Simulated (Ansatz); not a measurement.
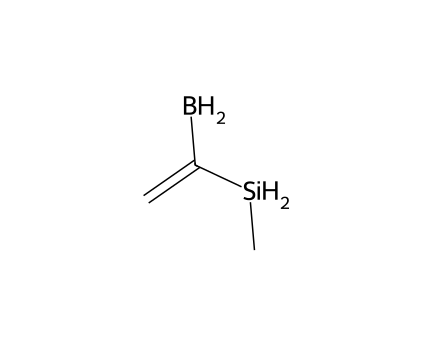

2D structure.

Give its SMILES.

Answer. BC(=C)[SiH2]C

What is the molecular formula?

Answer. C3H9BSi.

An optimisation with PBE0-D4/def2-TZVP gave a structure of which point group?

Answer. C1. Other conformers may differ.

The parts below concern this one geometry. Atoms keep their numbers from picture to picture. The geometry was computed by an optimisation with PBE0-D4/def2-TZVP.

**Geometry**

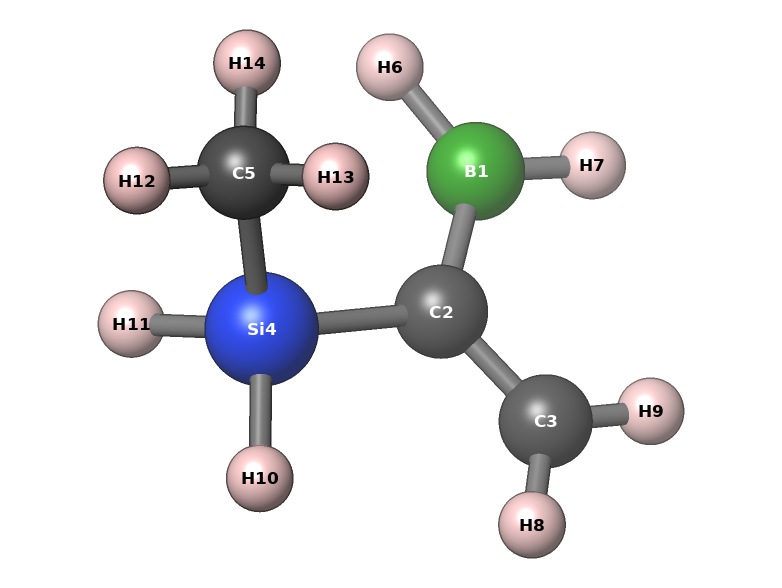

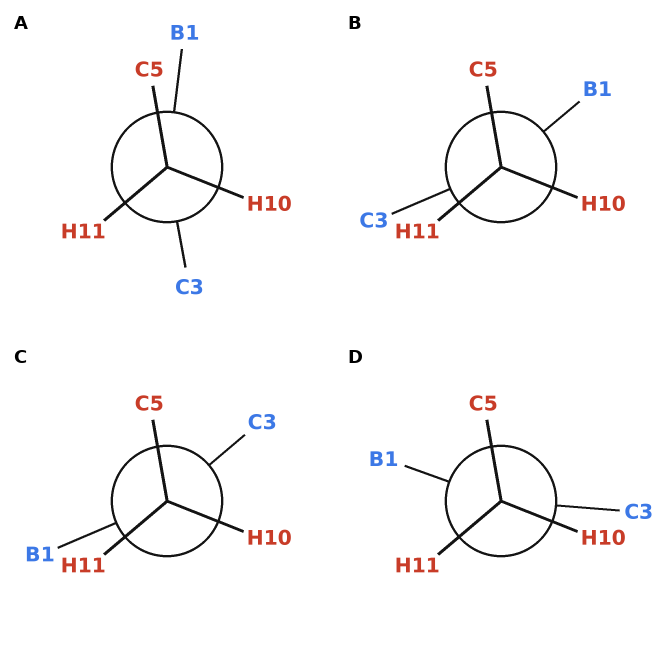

Distant atoms are faded towards the background colour. Bonds that would overlap in a projection are set slightly apart.

Which Newman projection shows the view along Si4–C2, with Si4 in front?

Answer. D. The torsion angle C5–Si4–C2–C3 is 120°, anticlinal.

**Vibrations**

Harmonic vibrations computed with RKS PBE0-D4/def2-TZVP (Ansatz 0.2.0) at a stationary point of the same level.

List the wavenumbers.

Answer. 36 modes: 62, 137, 155, 164, 231, 330, 366, 499, 588, 620, 692, 710, 771, 882, 884, 908, 947, 982, 1021, 1060, 1193, 1274, 1280, 1445, 1450, 1452, 1637, 2193, 2202, 2561, 2638, 3052, 3103, 3137, 3139, 3185 cm⁻¹.

**Electronic properties**

Method: RKS HSE06 (plane-wave form)-D4/def2-TZVPP (Ansatz 0.2.0).

Computed properties:

- HOMO energy (Kohn–Sham orbital): −7.85 eV
- LUMO energy (Kohn–Sham orbital): −2.58 eV
- HOMO–LUMO gap: 5.27 eV
- dispersion correction: −22.8 kJ/mol

**Dipole moment**

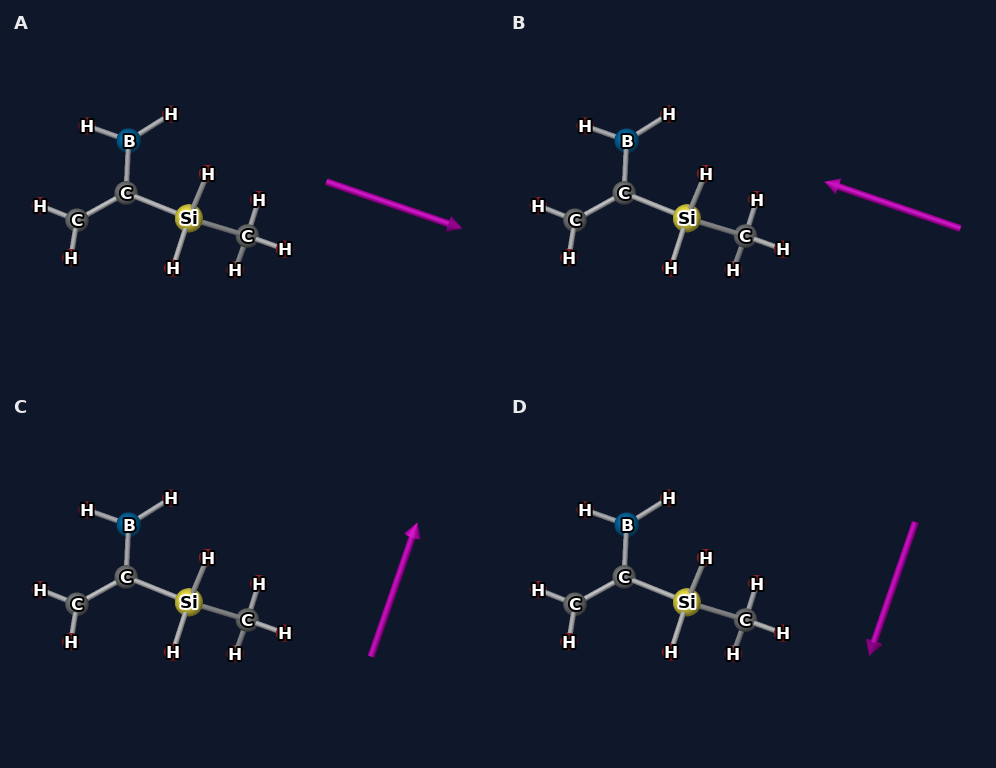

The same molecule four times, each with an arrow. Method: RKS r2SCAN-D4/def2-TZVPP (Ansatz 0.2.0).

Which arrow points along the dipole moment, from the negative to the positive end?

Answer. D. The dipole moment is 1.05 D.
